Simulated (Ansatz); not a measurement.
**GeH$_{4}$···F (doublet): density, localisation and related maps**

```xyz
6

Ge    0.0003    0.0000   -0.0705
H     0.0001    0.0000    1.4732
H     1.4468    0.0000   -0.5773
H    -0.7228    1.2526   -0.5775
H    -0.7228   -1.2526   -0.5775
F     0.0000    0.0000    3.6011
```

All numbers below come from Ansatz 0.2.0, UHF/def2-SVP.

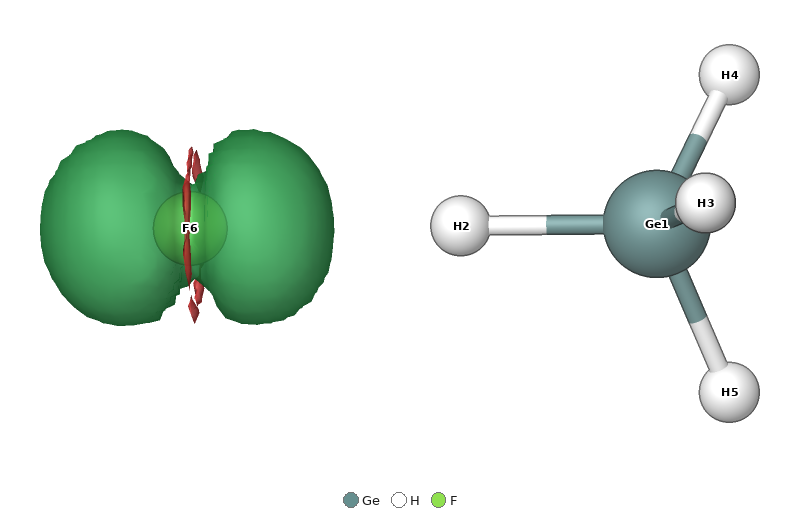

Figure 1. Isosurfaces of the spin density (α minus β) at +0.03 (green) and −0.03 e/Å³ (red), seen across its widest extent.

> Which atoms carry the spin?

The unpaired spin (1 electron) lies mostly on F6 (about 1.0), in electrons by Hirshfeld's partition.

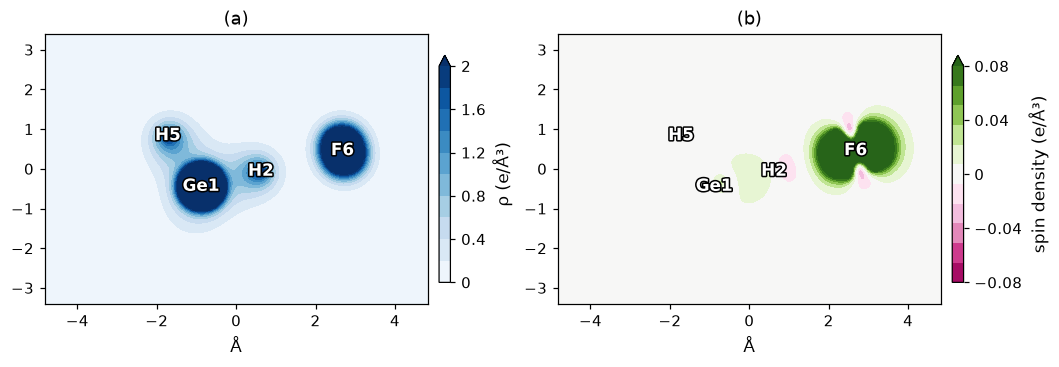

Figure 2. (a) total electron density; (b) spin density on the plane of atoms H2, Ge1 and H5.

> Read the bonding off the picture.

- The plane passes through Ge, H and F nuclei.
- F6···H2 (2.13 Å): the density falls to about 0.1 e/Å³ on the way.
- Ge–H (1.54 Å): ρ at the midpoint is about 1 e/Å³.

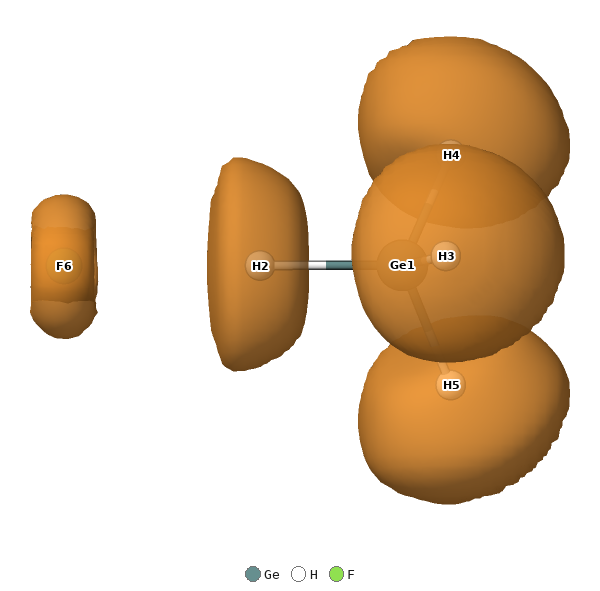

Figure 3. Isosurface of the ELF at 0.85 (orange), seen across its widest extent. Core shells and regions of very low density are left out.

> Describe the localisation domains.

The ELF exceeds this value in four regions around hydrogen nuclei and one region wrapped around F (its valence shell). Along the contacts the grid gives the following. F6···H2 (2.13 Å): the ELF dips to about 0.05 between them. Ge–H (1.53 Å): the ELF climbs to about 1 towards the hydrogen.
